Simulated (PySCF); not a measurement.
## Excited-state calculation, with input and output: C4H10GeO

System: C4H10GeO.
Method: TDDFT PBE0/def2-SVPD, vertical, gas phase, core orbitals frozen in the response (PySCF 2.14.0).

The geometry comes from this level: GFN2-xTB.

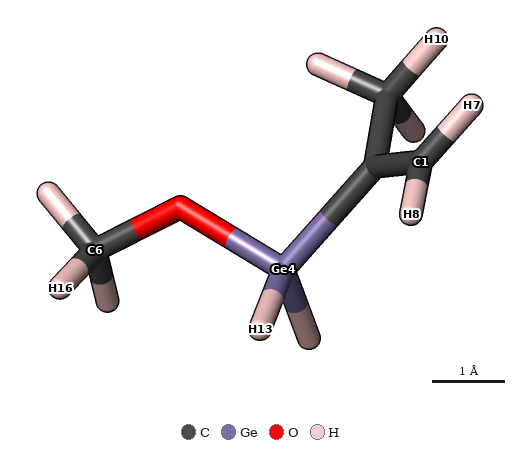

**Figure 1.** The structure as given in the input (stick view, seen at a tilt; atoms are numbered from 1 in the order of the input). Sticks mark near contacts. Bond lengths as drawn: C–C 1.32 to 1.49 Å, C–Ge 1.96 Å, C–H 1.08 to 1.09 Å, C–O 1.41 Å, Ge–H 1.52 Å and Ge–O 1.77 Å.

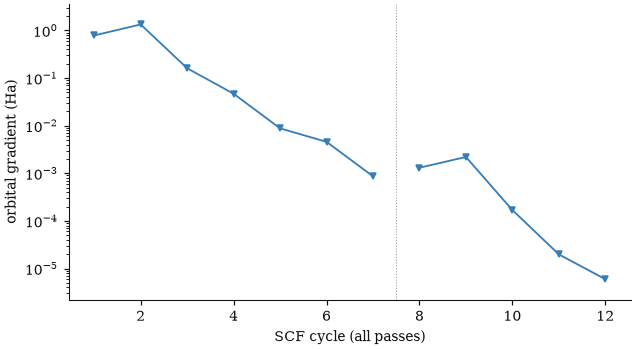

**Figure 2.** Convergence of the self-consistent field: orbital gradient against the SCF cycle. The dotted line marks the change from a coarse to the final integration grid. The first 7 cycles use a coarse grid, the final grid takes over at cycle 8, and the field converges after 12 cycles in all.

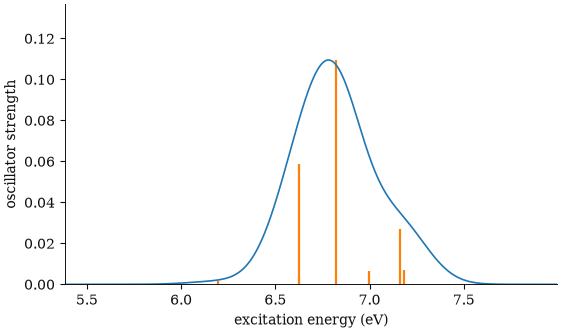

**Figure 3.** Computed excitations as sticks (degenerate states added up, dark ones marked on the axis), with a Gaussian envelope of 0.35 eV full width at half maximum, scaled to the tallest. Of the 6 states the lowest lies at 6.19 eV (f = 0.002); the strongest line is at 6.82 eV, or 182 nm (f = 0.109).

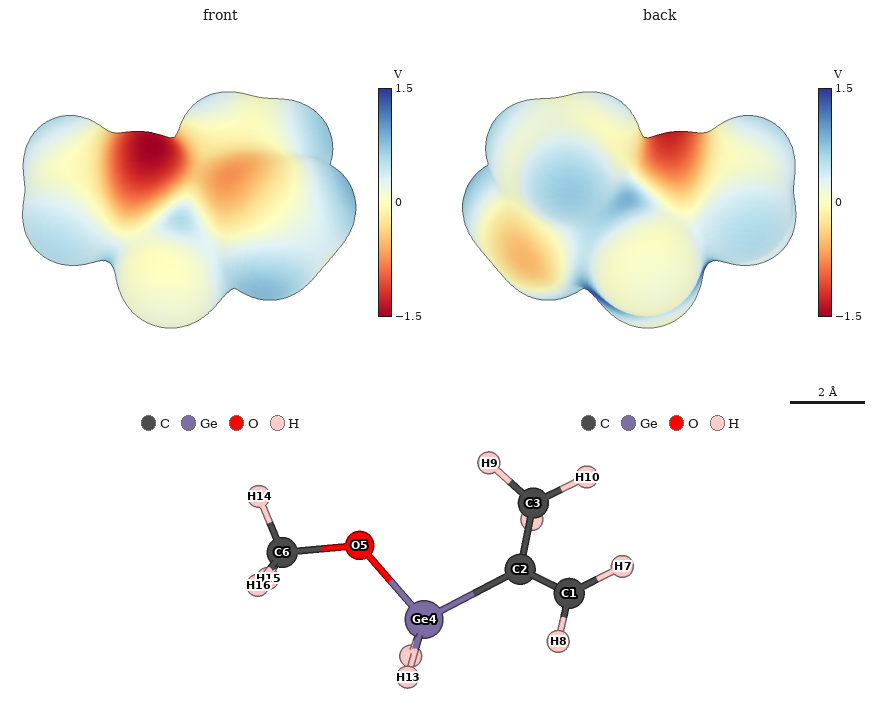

**Figure 4.** The electrostatic potential painted on the density surface at 0.002 e/bohr³, seen at a tilt and from behind; the colour scale runs from red (negative) to blue (positive). The bare structure is drawn below in the same view. A positive charge is drawn to the negative regions and a negative charge to the positive ones. Its dipole moment is 0.60 D.

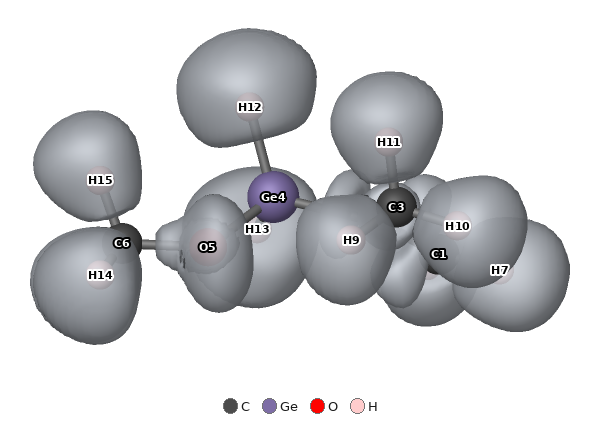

**Figure 5.** Isosurface of the electron localisation function at 0.75 (grey), seen from the side. Only the valence region is drawn (cores and ρ < 0.01 e/Å³ removed). Along the contacts the grid gives the following. C–C (1.32 Å): the ELF peaks at about 0.90 between the atoms (a multiple bond by its length, whose ELF region spreads away from the axis). C–O (1.41 Å): the ELF peaks at about 0.90 between the atoms (a polar covalent bond).

The input that produced these results follows, with the program's output.

**Input**
```
{"job": {"kind": "uv", "xc": "PBE0", "basis": "def2-SVPD", "nstates": 6, "ntriplets": 2}, "charge": 0, "multiplicity": 1}
C     -2.271404     1.179862     0.065791
C     -1.395867     0.195533     0.200058
C     -1.676994    -1.045099     0.982264
Ge     0.381890     0.314371    -0.621495
O      1.463965    -0.046589     0.731217
C      2.864520    -0.147490     0.635710
H     -3.252636     1.142297     0.515862
H     -2.039602     2.066039    -0.503714
H     -0.920041    -1.159548     1.757299
H     -2.662899    -1.015458     1.441665
H     -1.612972    -1.917257     0.330801
H      0.685753    -0.708778    -1.707413
H      0.711140     1.686605    -1.184035
H      3.230419    -0.484321     1.607182
H      3.167046    -0.869017    -0.128088
H      3.320083     0.817795     0.400451
```

The first line tells a small driver script what to run in PySCF; the rest is the geometry in Å.

Run as:
```bash
OMP_NUM_THREADS=1 python <driver script> task.json out
```

**The program's output**
```
coarse grid: 58040 points
cycle   1  E = -2309.5758072418  dE = -1.354e-01  |g| = 7.857e-01  |ddm| = 5.446e+00
cycle   2  E = -2309.3454099300  dE =  2.304e-01  |g| = 1.337e+00  |ddm| = 2.406e+00
cycle   3  E = -2309.6855369791  dE = -3.401e-01  |g| = 1.606e-01  |ddm| = 1.622e+00
cycle   4  E = -2309.6902187629  dE = -4.682e-03  |g| = 4.683e-02  |ddm| = 2.458e-01
cycle   5  E = -2309.6906245316  dE = -4.058e-04  |g| = 8.792e-03  |ddm| = 8.292e-02
cycle   6  E = -2309.6906405733  dE = -1.604e-05  |g| = 4.573e-03  |ddm| = 2.054e-02
cycle   7  E = -2309.6906459914  dE = -5.418e-06  |g| = 8.640e-04  |ddm| = 7.928e-03
final grid: 122800 points
cycle   8  E = -2309.6906547532  dE =  1.442e-07  |g| = 1.309e-03  |ddm| = 9.339e-03
cycle   9  E = -2309.6906539449  dE =  8.083e-07  |g| = 2.201e-03  |ddm| = 4.880e-03
cycle  10  E = -2309.6906551790  dE = -1.234e-06  |g| = 1.689e-04  |ddm| = 3.072e-03
cycle  11  E = -2309.6906551866  dE = -7.557e-09  |g| = 1.984e-05  |ddm| = 3.076e-04
cycle  12  E = -2309.6906551867  dE = -8.004e-11  |g| = 5.975e-06  |ddm| = 4.062e-05
converged SCF energy = -2309.6906551867

Static polarisability (au): isotropic 84.434, principal 68.554 82.162 102.585

Singlet excitations
state   eV       nm        f      main configurations
  1   6.1944    200.2   0.00184   H->L 0.80, H-1->L 0.13
  2   6.6245    187.2   0.05885   H-2->L 0.56, H-1->L 0.18, H-3->L 0.18
  3   6.8233    181.7   0.10946   H-1->L 0.46, H-1->L+2 0.14, H-2->L 0.12
  4   6.9968    177.2   0.00631   H->L+1 0.51, H->L+2 0.27, H-1->L+1 0.09
  5   7.1630    173.1   0.02686   H-3->L 0.28, H->L+1 0.21, H->L+2 0.19
  6   7.1847    172.6   0.00700   H-3->L 0.33, H-1->L+1 0.24, H-2->L 0.17

Triplet excitations (Tamm-Dancoff, eV): 4.3164 5.9453
```

**Key numbers**

- outcome: converged
- total energy: −2309.690655 hartree
- HOMO: −7.62 eV
- LUMO: −0.23 eV
- dipole moment: 0.60 D
- mean polarisability: 84.43 a.u.
- lowest singlet excitation: 6.19 eV
- hardware: 1 CPU thread, shared host
- wall time: 74 s
- peak memory: 0.89 GiB

**Remarks**

Spin–orbit coupling is left out, which matters for the heavy atoms.
